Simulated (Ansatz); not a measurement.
# How Pb(110) screens a field

Aim: image plane and induced charge of Pb(110).

Method: plane-wave DFT, PBE, Ansatz PAW, in the first sound run; inputs show where later runs differ, in Ansatz 0.2.0.

## 1. The structure

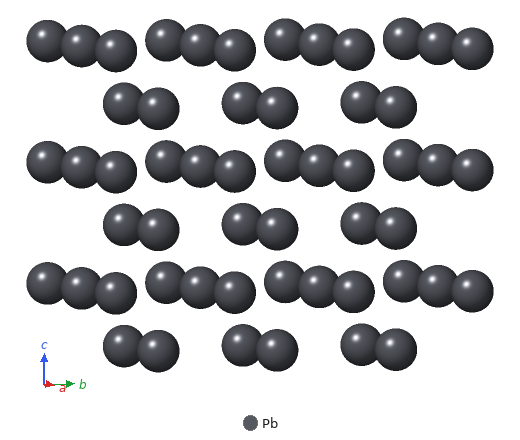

The starting structure, seen from the side, with the c axis up (lead dark grey). 2×3×1 cells are drawn. Some periodic images of atoms are drawn too.

The cell holds 6 atoms: 6 Pb. Its edges and angles: a = 4.950 Å, b = 3.500 Å, c = 26.750 Å, α = 90.0°, β = 90.0°, γ = 90.0°. Vacuum lies along c.

## 2. Atoms held, field 0

A sawtooth potential applies the field, turning back in the middle of the vacuum. With the dipole correction the typed value is the field outside the slab. The induced dipole is small, so the SCF threshold is tight.

input.yaml

```yaml
crystal:
  lattice:
    - [4.95, 0.0, 0.0]
    - [0.0, 3.5001785669, 0.0]
    - [0.0, 0.0, 26.7504464172]
  atoms:
    - { symbol: Pb, position: [0.5, 0.5, 0.3364429834] }
    - { symbol: Pb, position: [0.0, 0.0, 0.40186579] }
    - { symbol: Pb, position: [0.5, 0.5, 0.4672885967] }
    - { symbol: Pb, position: [0.0, 0.0, 0.5327114033] }
    - { symbol: Pb, position: [0.5, 0.5, 0.59813421] }
    - { symbol: Pb, position: [0.0, 0.0, 0.6635570166] }
kpoints:
  mp_grid: { grid: [10, 14, 1] }
hamiltonian:
  xc: pbe
scf:
  occupations: { method: fermi_dirac, width: 0.1 }
  convergence: { dr2_threshold: 1.0e-10 }
efield:
  axis: 3
  dipole_correction: true
  ramp_position: 0.97
  ramp_width: 0.06
  amplitude: 0
output:
  forces: true
  write_potential: true
  write_density: true
  volumetric_format: npy
```

Command:

```bash
$ ansatz run input.yaml --threads 2 --pin off --max-ram 3072MiB --backend cpu --events-out ev --progress --plain --runs-dir out
```

Numbers of over 12 decimals in the logs are rounded to 6 here.

The log of the run:

```text
Engine: ansatz 0.2.0, aarch64-unknown-linux-gnu
Pseudopotentials: kind: paw
Pseudopotential: Pb, paw, valence charge 14, recommended cutoff 420 eV (normal), Pb.paw.azcp
Functional definition: PBE
  parameter kappa = 0.804
  parameter beta = 0.066725
  exchange = pbe_x(kappa = kappa, mu = beta*pi^2/3)
  correlation = pbe_c(beta = beta)
Crystal: 6 atoms, lattice volume = 463.475 Å³
Basis set: ecut = 420 eV, 9055 PW (Γ), exchange–correlation on 72×48×360 points (8 copies of the dense FFT grid, shifted against one another)
Bands: 51, of which v1, the nominal top of the filled ones, is band 42 counted from 1 (41 counted from 0)
Symmetry: 4 space group operations
k-points: 48 of 140
Non-local potential: Pb, projectors of the file, l = 0: 2, l = 1: 2, l = 2: 2, l = 3: 2
PAW form: soft (Blöchl's): semilocal exchange-correlation on the pseudo side does not see the compensation charge
PAW one-centre angular grid: Pb, 590 points (default); XC on 64 Gauss nodes
Initial density: superposition of atomic densities (neutral atoms: chi_scale 0, normalization atom), corrected by the library's trained network
Initial wavefunctions: pseudopotential atomic-orbital guess
Functional: x = pbe(κ = 0.804, μ = 0.219515), c = pbe(β = 0.066725)
SCF iter   1: F=—  HF=-71437.725679 eV  |F-HF|=—  |Δ(HF+E_count)|=         —  Δρ=7.63e-4  dr2=1.95e-2  ethr=1.77e-3  p=0.000 e·Å  D=1.95e-14 V/Å  ΔV_dip=-0.00 eV  dr2_dipole=8.60e-11  V_vac-E_F(+/−)=3.58/3.58 eV  ⟨swp⟩=9.5  Hψ=10531  notcnv=0
efield: sawtooth ramp at fractional position 0.9700 (set: `efield.ramp_position`, or a place that a band, a saddle search or an elastic batch's reference lends), width 0.0600; the density the first Hamiltonian is built on has a dipole p = 0.000 e·Å; the dipole correction subtracts the counter field D = 1.95e-14 V/Å, which shifts the + side's vacuum level by -0.00 eV against the − side's; the planar-averaged density in the ramp window peaks in size at 8.8e-6 e/Å³
preconditioner: auto → LDOS  [metal: Δε(μ)=0.011 eV  Ē_g=15.707 eV  σ=0.100 eV  W_gap=0.03  n_scr=60 (ndim 8)  ℏωp=15.8 eV  f_vac=0.547  D(μ)=3.29/eV (n_scr^D=8)  β→1.0]
SCF iter   2: F=—  HF=-71437.727972 eV  |F-HF|=—  |Δ(HF+E_count)|=   2.29e-3  Δρ=3.47e-4  dr2=1.16e-3  ethr=2.32e-5  p=0.000 e·Å  D=6.50e-6 V/Å  ΔV_dip=-0.00 eV  dr2_dipole=5.18e-10  V_vac-E_F(+/−)=3.71/3.71 eV  ⟨swp⟩=3.1  Hψ=5339  notcnv=0  defer=16
SCF iter   3: F=—  HF=-71437.728070 eV  |F-HF|=—  |Δ(HF+E_count)|=   9.78e-5  Δρ=2.05e-4  dr2=3.04e-4  ethr=1.38e-6  p=0.000 e·Å  D=1.58e-6 V/Å  ΔV_dip=-0.00 eV  dr2_dipole=1.91e-11  V_vac-E_F(+/−)=3.72/3.72 eV  ⟨swp⟩=2.0  Hψ=4572  notcnv=0  defer=16
SCF iter   4: F=—  HF=-71437.727988 eV  |F-HF|=—  |Δ(HF+E_count)|=   8.20e-5  Δρ=3.22e-5  dr2=8.60e-6  ethr=3.61e-7  p=0.000 e·Å  D=9.98e-7 V/Å  ΔV_dip=-0.00 eV  dr2_dipole=1.09e-11  V_vac-E_F(+/−)=3.73/3.73 eV  ⟨swp⟩=2.0  Hψ=4374  notcnv=0  defer=16
SCF iter   5: F=—  HF=-71437.727983 eV  |F-HF|=—  |Δ(HF+E_count)|=   5.47e-6  Δρ=1.59e-5  dr2=2.01e-6  ethr=1.02e-8  p=0.000 e·Å  D=2.64e-7 V/Å  ΔV_dip=-0.00 eV  dr2_dipole=1.38e-12  V_vac-E_F(+/−)=3.73/3.73 eV  ⟨swp⟩=2.0  Hψ=4520  notcnv=0  defer=16
SCF iter   6: F=—  HF=-71437.728034 eV  |F-HF|=—  |Δ(HF+E_count)|=   5.17e-5  Δρ=2.63e-6  dr2=5.92e-8  ethr=2.39e-9  p=0.000 e·Å  D=6.21e-8 V/Å  ΔV_dip=-0.00 eV  dr2_dipole=7.18e-15  V_vac-E_F(+/−)=3.73/3.73 eV  ⟨swp⟩=2.0  Hψ=4472  notcnv=0  defer=16
SCF iter   7: F=—  HF=-71437.728034 eV  |F-HF|=—  |Δ(HF+E_count)|=   5.74e-8  Δρ=1.08e-6  dr2=1.10e-8  ethr=7.05e-11  p=0.000 e·Å  D=3.75e-8 V/Å  ΔV_dip=-0.00 eV  dr2_dipole=7.35e-16  V_vac-E_F(+/−)=3.73/3.73 eV  ⟨swp⟩=2.1  Hψ=4540  notcnv=0  defer=16
SCF iter   8: F=—  HF=-71437.728034 eV  |F-HF|=—  |Δ(HF+E_count)|=   2.81e-9  Δρ=3.04e-7  dr2=6.17e-10  ethr=1.31e-11  p=0.000 e·Å  D=1.02e-8 V/Å  ΔV_dip=-0.00 eV  dr2_dipole=2.11e-14  V_vac-E_F(+/−)=3.73/3.73 eV  ⟨swp⟩=2.0  Hψ=4454  notcnv=0  defer=16
SCF iter   9: F=-71437.728034 eV  HF=-71437.728034 eV  |F-HF|=2.33e-10  |Δ(HF+E_count)|=   2.08e-9  Δρ=7.83e-8  dr2=2.77e-11  ethr=1.00e-12  p=0.000 e·Å  D=2.56e-9 V/Å  ΔV_dip=-0.00 eV  dr2_dipole=1.20e-19  V_vac-E_F(+/−)=3.73/3.73 eV  ⟨swp⟩=12.5  Hψ=15895  notcnv=0
SCF 1 converged in 9 iterations: F = -71437.728034 eV  dr2 = 2.77e-11
  greatest PAW one-centre occupation: 0.979 electrons in one spin orbital (limit 2), on the Pb atom at site 0 (counted from 0), in its partial waves of l = 2
SCF converged after 9 iterations
Free energy (F): -71437.728034 eV
Harris-Foulkes:  -71437.728034 eV  (|F-HF|=2.33e-10)
Internal energy: -71437.616392 eV  (E = F + TS)
E sigma→0 (E₀):  -71437.672213 eV
Entropy (-TS):   -0.111642 eV (-18.607 meV/atom)
Fermi energy:    2.044321 eV
Dipole field:    D = 0.000000 V/Å  (p = 0.000000 e·Å, saw-weighted, corrected)
Work function:   Φ+ = 3.7329 eV   Φ− = 3.7329 eV
Levels:          The Fermi level and band energies are counted from a zero that moves with the ramp; work functions are not
--- Per-component energies (eV) ---
  E_band       = -965.568692
  E_kinetic    = 1730.099472
  E_local      = -67333.186995  (includes V_loc(G=0)·N_el)
  E_nonlocal   = 2097.173252
  E_hartree    = 32670.194232
  E_xc         = -1322.118934
  E_vxc        = -791.437839  (∫ρ·V_xc dr)
  E_paw        = -62433.436669  (= ΣΔE_a)
  E_vpaw       = -2008.605423  (= ΣTr[D̂ρ^β])
  E_aug_tail   = 0.000293  (compensation charges beyond the density's cutoff)
  E_efield     = 0.000000  (sawtooth field / dipole correction)
  E_vefield    = 0.000000  (∫n·V_field dr)
  E_ewald      = 23153.658956
  E_smearing   = -0.111642  (= −TS)
  E_closure    = 0.000000  (closes the sum)
  Σ components = -71437.728034   (vs F -71437.728034, Δ=0.00e0)
--- Forces (eV/Å), atoms counted from 1 ---
  atom   1  Pb     0.00000000     0.00000000     0.19485113
  atom   2  Pb     0.00000000     0.00000000    -0.29683741
  atom   3  Pb     0.00000000     0.00000000    -0.05864529
  atom   4  Pb     0.00000000     0.00000000     0.05864529
  atom   5  Pb     0.00000000     0.00000000     0.29683741
  atom   6  Pb     0.00000000     0.00000000    -0.19485112
  max |Σ_I F_I| component: 5.41e-9 eV/Å
--- Band table (eV; the first three rows and the last of 48) ---
  k-point 0: bands = [... 38 lower, 0.5628, 1.0393, 1.6846, 1.7212, 2.9042, 3.4388, 3.6094, 4.4333, ... 5 higher]
  k-point 1: bands = [... 38 lower, 0.5921, 1.0665, 1.7497, 1.7628, 2.9590, 3.4682, 3.6590, 3.8087, ... 5 higher]
  k-point 2: bands = [... 38 lower, 0.6490, 1.1063, 1.8526, 1.9420, 2.6872, 3.0444, 3.5288, 3.6340, ... 5 higher]
  k-point 47: bands = [... 38 lower, -0.8770, -0.8770, 0.3308, 0.3308, 1.4678, 1.4678, 2.9055, 2.9055, ... 5 higher]
```

Run time: 2 min. Hardware: 2 threads of Arm Neoverse N1, shared host; peak memory 1.1 GiB; 4 min of CPU time.

In the SCF lines HF is the Harris–Foulkes energy and dr2 the Hartree energy of the density residual, in eV; the loop may stop once dr2 is under the threshold and the program's other checks hold. Hψ counts applications of the Hamiltonian.

Numbers from this step:

```
energy at zero smearing   : -71437.6722 eV
work function, upper face : 3.733 eV
dipole along the normal   : 7.33e-9 e·Å
```

Running mean over 1.75 Å of the planar mean; the ramp of the sawtooth is left out. Table of electron's electrostatic potential energy less the Fermi level by z:

```csv
z (Å),electron's electrostatic potential energy less the Fermi level (eV)
4,3.73
5,3.73
6,3.69
7,3.27
8,-0.288
9,-4.76
10,-5.43
11,-5.47
12,-5.55
13,-5.56
14,-5.56
15,-5.53
16,-5.45
17,-5.39
18,-4.02
19,1.00
20,3.48
21,3.71
22,3.73
23,3.73
```

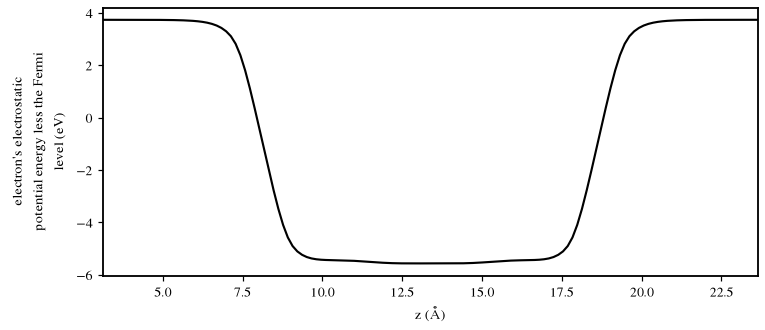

Electron's electrostatic potential energy less the Fermi level, plotted against z.

Force by atom:

```csv
atom,x (eV/Å),y (eV/Å),z (eV/Å),size
Pb1,0.000,0.000,0.195,0.195
Pb2,0.000,0.000,-0.297,0.297
Pb3,0.000,0.000,-0.059,0.059
Pb4,0.000,0.000,0.059,0.059
Pb5,0.000,0.000,0.297,0.297
Pb6,0.000,0.000,-0.195,0.195
```

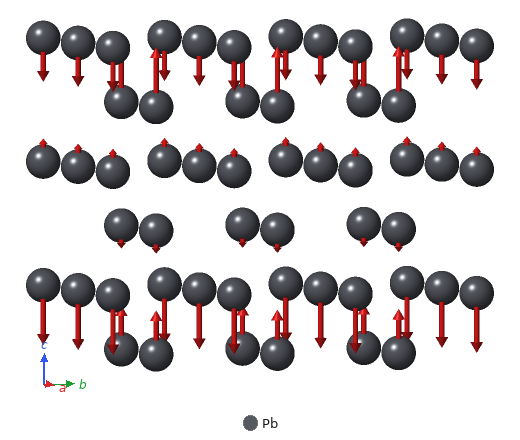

Force as arrows, the longest 0.297 eV/Å. 2×3×1 cells are drawn. Some periodic images of atoms are drawn too.

The work function of the upper face is 3.73 eV.

## 3. Atoms held, field 0.05 V/Å

Edit input.yaml of step 2 so:

```diff
@@ -24,3 +24,3 @@
   ramp_width: 0.06
-  amplitude: 0
+  amplitude: 0.05
 output:
```

The log of the run:

```text
[...]
Crystal: 6 atoms, lattice volume = 463.475 Å³
Basis set: ecut = 420 eV, 9055 PW (Γ), exchange–correlation on 72×48×360 points (8 copies of the dense FFT grid, shifted against one another)
Bands: 51, of which v1, the nominal top of the filled ones, is band 42 counted from 1 (41 counted from 0)
Symmetry: 4 space group operations
k-points: 48 of 140
[...]
k-point 0: bands = [... 38 lower, 0.5625, 1.0390, 1.6843, 1.7208, 2.9039, 3.4381, 3.6091, 4.4330, ... 5 higher]
  k-point 1: bands = [... 38 lower, 0.5918, 1.0662, 1.7494, 1.7624, 2.9587, 3.4676, 3.6587, 3.8084, ... 5 higher]
  k-point 2: bands = [... 38 lower, 0.6486, 1.1060, 1.8523, 1.9417, 2.6868, 3.0441, 3.5283, 3.6337, ... 5 higher]
  k-point 47: bands = [... 38 lower, -0.8774, -0.8772, 0.3301, 0.3309, 1.4669, 1.4681, 2.9043, 2.9062, ... 5 higher]
[key lines of the parts left out:]
SCF converged after 11 iterations
Free energy (F): -71437.729467 eV
Fermi energy:    2.044018 eV
Dipole field:    D = 0.022374 V/Å  (p = 0.057307 e·Å, saw-weighted, corrected)
```

The job ended after 2.5 min (2 threads; peak memory 1.1 GiB; 5.1 min of CPU time).

The dipole is 0.0573 e·Å.

## 4. Single point, field -0.05 V/Å

Edit input.yaml of step 3 so:

```diff
@@ -24,3 +24,3 @@
   ramp_width: 0.06
-  amplitude: 0.05
+  amplitude: -0.05
 output:
```

The log of the run:

```text
[...]
Crystal: 6 atoms, lattice volume = 463.475 Å³
Basis set: ecut = 420 eV, 9055 PW (Γ), exchange–correlation on 72×48×360 points (8 copies of the dense FFT grid, shifted against one another)
Bands: 51, of which v1, the nominal top of the filled ones, is band 42 counted from 1 (41 counted from 0)
Symmetry: 4 space group operations
k-points: 48 of 140
[...]
k-point 0: bands = [... 38 lower, 0.5625, 1.0390, 1.6843, 1.7208, 2.9039, 3.4381, 3.6091, 4.4330, ... 5 higher]
  k-point 1: bands = [... 38 lower, 0.5918, 1.0662, 1.7494, 1.7624, 2.9587, 3.4676, 3.6587, 3.8084, ... 5 higher]
  k-point 2: bands = [... 38 lower, 0.6486, 1.1060, 1.8523, 1.9417, 2.6868, 3.0441, 3.5283, 3.6337, ... 5 higher]
  k-point 47: bands = [... 38 lower, -0.8774, -0.8772, 0.3301, 0.3309, 1.4669, 1.4681, 2.9043, 2.9062, ... 5 higher]
[key lines of the parts left out:]
SCF converged after 11 iterations
Free energy (F): -71437.729467 eV
Fermi energy:    2.044018 eV
Dipole field:    D = -0.022374 V/Å  (p = -0.057307 e·Å, saw-weighted, corrected)
```

It took 2.6 min on 2 threads; peak memory 1.1 GiB; 5.2 min of CPU time.

The dipole is -0.0573 e·Å.

## 5. Atoms held, field 0.1 V/Å

Edit input.yaml of step 4 so:

```diff
@@ -24,3 +24,3 @@
   ramp_width: 0.06
-  amplitude: -0.05
+  amplitude: 0.1
 output:
```

The log of the run:

```text
[...]
Crystal: 6 atoms, lattice volume = 463.475 Å³
Basis set: ecut = 420 eV, 9055 PW (Γ), exchange–correlation on 72×48×360 points (8 copies of the dense FFT grid, shifted against one another)
Bands: 51, of which v1, the nominal top of the filled ones, is band 42 counted from 1 (41 counted from 0)
Symmetry: 4 space group operations
k-points: 48 of 140
[...]
k-point 0: bands = [... 38 lower, 0.5615, 1.0381, 1.6834, 1.7197, 2.9029, 3.4362, 3.6082, 4.4321, ... 5 higher]
  k-point 1: bands = [... 38 lower, 0.5908, 1.0653, 1.7485, 1.7613, 2.9577, 3.4657, 3.6579, 3.8075, ... 5 higher]
  k-point 2: bands = [... 38 lower, 0.6477, 1.1052, 1.8512, 1.9408, 2.6859, 3.0432, 3.5266, 3.6326, ... 5 higher]
  k-point 47: bands = [... 38 lower, -0.8784, -0.8780, 0.3288, 0.3305, 1.4654, 1.4678, 2.9026, 2.9062, ... 5 higher]
[key lines of the parts left out:]
SCF converged after 11 iterations
Free energy (F): -71437.733765 eV
Fermi energy:    2.043111 eV
Dipole field:    D = 0.044753 V/Å  (p = 0.114627 e·Å, saw-weighted, corrected)
```

Run time: 2.3 min. Hardware: 2 threads; peak memory 1.1 GiB.

The dipole is 0.115 e·Å.

## 6. Atoms held, field -0.1 V/Å

Edit input.yaml of step 5 so:

```diff
@@ -24,3 +24,3 @@
   ramp_width: 0.06
-  amplitude: 0.1
+  amplitude: -0.1
 output:
```

The log of the run:

```text
[...]
Crystal: 6 atoms, lattice volume = 463.475 Å³
Basis set: ecut = 420 eV, 9055 PW (Γ), exchange–correlation on 72×48×360 points (8 copies of the dense FFT grid, shifted against one another)
Bands: 51, of which v1, the nominal top of the filled ones, is band 42 counted from 1 (41 counted from 0)
Symmetry: 4 space group operations
k-points: 48 of 140
[...]
k-point 0: bands = [... 38 lower, 0.5615, 1.0381, 1.6834, 1.7197, 2.9029, 3.4362, 3.6082, 4.4321, ... 5 higher]
  k-point 1: bands = [... 38 lower, 0.5908, 1.0653, 1.7485, 1.7613, 2.9577, 3.4657, 3.6579, 3.8075, ... 5 higher]
  k-point 2: bands = [... 38 lower, 0.6477, 1.1052, 1.8512, 1.9408, 2.6859, 3.0432, 3.5266, 3.6326, ... 5 higher]
  k-point 47: bands = [... 38 lower, -0.8784, -0.8780, 0.3288, 0.3305, 1.4654, 1.4678, 2.9026, 2.9062, ... 5 higher]
[key lines of the parts left out:]
SCF converged after 11 iterations
Free energy (F): -71437.733765 eV
Fermi energy:    2.043111 eV
Dipole field:    D = -0.044753 V/Å  (p = -0.114627 e·Å, saw-weighted, corrected)
```

It took 2.4 min on 2 threads; peak memory 1.1 GiB; 4.7 min of CPU time.

The dipole is -0.115 e·Å.

## 7. Atoms held, field 0.2 V/Å

Edit input.yaml of step 6 so:

```diff
@@ -24,3 +24,3 @@
   ramp_width: 0.06
-  amplitude: -0.1
+  amplitude: 0.2
 output:
```

The log of the run:

```text
[...]
Crystal: 6 atoms, lattice volume = 463.475 Å³
Basis set: ecut = 420 eV, 9055 PW (Γ), exchange–correlation on 72×48×360 points (8 copies of the dense FFT grid, shifted against one another)
Bands: 51, of which v1, the nominal top of the filled ones, is band 42 counted from 1 (41 counted from 0)
Symmetry: 4 space group operations
k-points: 48 of 140
[...]
k-point 0: bands = [... 38 lower, 0.5576, 1.0345, 1.6799, 1.7152, 2.8990, 3.4284, 3.6048, 4.4285, ... 5 higher]
  k-point 1: bands = [... 38 lower, 0.5869, 1.0617, 1.7450, 1.7568, 2.9539, 3.4579, 3.6544, 3.8039, ... 5 higher]
  k-point 2: bands = [... 38 lower, 0.6438, 1.1015, 1.8468, 1.9373, 2.6821, 3.0396, 3.5196, 3.6282, ... 5 higher]
  k-point 47: bands = [... 38 lower, -0.8822, -0.8814, 0.3245, 0.3278, 1.4606, 1.4655, 2.8973, 2.9045, ... 5 higher]
[key lines of the parts left out:]
SCF converged after 11 iterations
Free energy (F): -71437.750963 eV
Fermi energy:    2.039449 eV
Dipole field:    D = 0.089551 V/Å  (p = 0.229369 e·Å, saw-weighted, corrected)
```

Wall time 2.4 min (2 threads); peak memory 1.1 GiB; 4.7 min of CPU time.

The dipole is 0.229 e·Å.

## 8. Atoms held, field -0.2 V/Å

Edit input.yaml of step 7 so:

```diff
@@ -24,3 +24,3 @@
   ramp_width: 0.06
-  amplitude: 0.2
+  amplitude: -0.2
 output:
```

The log of the run:

```text
[...]
Crystal: 6 atoms, lattice volume = 463.475 Å³
Basis set: ecut = 420 eV, 9055 PW (Γ), exchange–correlation on 72×48×360 points (8 copies of the dense FFT grid, shifted against one another)
Bands: 51, of which v1, the nominal top of the filled ones, is band 42 counted from 1 (41 counted from 0)
Symmetry: 4 space group operations
k-points: 48 of 140
[...]
k-point 0: bands = [... 38 lower, 0.5576, 1.0345, 1.6799, 1.7152, 2.8990, 3.4284, 3.6048, 4.4285, ... 5 higher]
  k-point 1: bands = [... 38 lower, 0.5869, 1.0617, 1.7450, 1.7568, 2.9539, 3.4579, 3.6544, 3.8039, ... 5 higher]
  k-point 2: bands = [... 38 lower, 0.6438, 1.1015, 1.8468, 1.9373, 2.6821, 3.0396, 3.5196, 3.6282, ... 5 higher]
  k-point 47: bands = [... 38 lower, -0.8822, -0.8814, 0.3245, 0.3278, 1.4606, 1.4655, 2.8973, 2.9045, ... 5 higher]
[key lines of the parts left out:]
SCF converged after 11 iterations
Free energy (F): -71437.750963 eV
Fermi energy:    2.039449 eV
Dipole field:    D = -0.089551 V/Å  (p = -0.229369 e·Å, saw-weighted, corrected)
```

The job ended after 2.4 min (2 threads; peak memory 1.1 GiB).

The dipole is -0.229 e·Å.

## 9. Single point, field 0.4 V/Å

Edit input.yaml of step 8 so:

```diff
@@ -24,3 +24,3 @@
   ramp_width: 0.06
-  amplitude: -0.2
+  amplitude: 0.4
 output:
@@ -30 +30,2 @@
   volumetric_format: npy
+  elf: true
```

The log of the run:

```text
[...]
Crystal: 6 atoms, lattice volume = 463.475 Å³
Basis set: ecut = 420 eV, 9055 PW (Γ), exchange–correlation on 72×48×360 points (8 copies of the dense FFT grid, shifted against one another)
Bands: 51, of which v1, the nominal top of the filled ones, is band 42 counted from 1 (41 counted from 0)
Symmetry: 4 space group operations
k-points: 48 of 140
[...]
k-point 0: bands = [... 38 lower, 0.5413, 1.0195, 1.6652, 1.6963, 2.8826, 3.3899, 3.5904, 4.2009, ... 5 higher]
  k-point 1: bands = [... 38 lower, 0.5708, 1.0467, 1.7303, 1.7381, 2.9377, 3.4199, 3.6400, 3.7886, ... 5 higher]
  k-point 2: bands = [... 38 lower, 0.6279, 1.0865, 1.8287, 1.9226, 2.6662, 3.0247, 3.4864, 3.6098, ... 5 higher]
  k-point 47: bands = [... 38 lower, -0.8977, -0.8960, 0.3081, 0.3147, 1.4434, 1.4530, 2.8792, 2.8935, ... 5 higher]
[key lines of the parts left out:]
SCF converged after 11 iterations
Free energy (F): -71437.819847 eV
Fermi energy:    2.024207 eV
Dipole field:    D = 0.179495 V/Å  (p = 0.459746 e·Å, saw-weighted, corrected)
```

Run time: 2.4 min. Hardware: 2 threads; peak memory 1.1 GiB; 4.8 min of CPU time.

Running mean over 1.75 Å of the planar mean, with the applied field; the ramp of the sawtooth is left out. The electron's electrostatic potential energy less the Fermi level by z:

```csv
z (Å),electron's electrostatic potential energy less the Fermi level (eV)
4,2.42
6,3.15
8,-0.330
10,-5.42
12,-5.55
14,-5.56
16,-5.45
18,-4.02
20,3.81
22,4.82
```

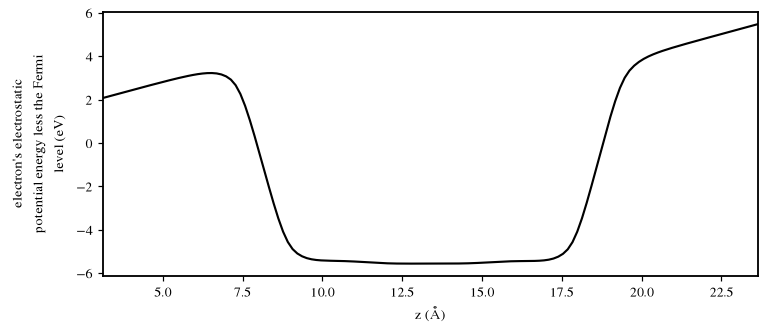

Electron's electrostatic potential energy less the Fermi level against z.

The dipole is 0.460 e·Å.

[end of part 1 of 2]

[Logs are printed without paths, hosts, clocks, repeated set-up lines and the standing remarks that a program may print on its own settings, such as how far it seeks lower states.]

[Hosts, paths, dates, database ids (printed as entryN), source tags and the programs' standing remarks are cut or masked in the printed files.]

[Maps of the electrostatic potential energy from Ansatz leave out the sawtooth potential of an applied field or a dipole correction, so their vacuum need not be flat; planar profiles and work functions include it.]
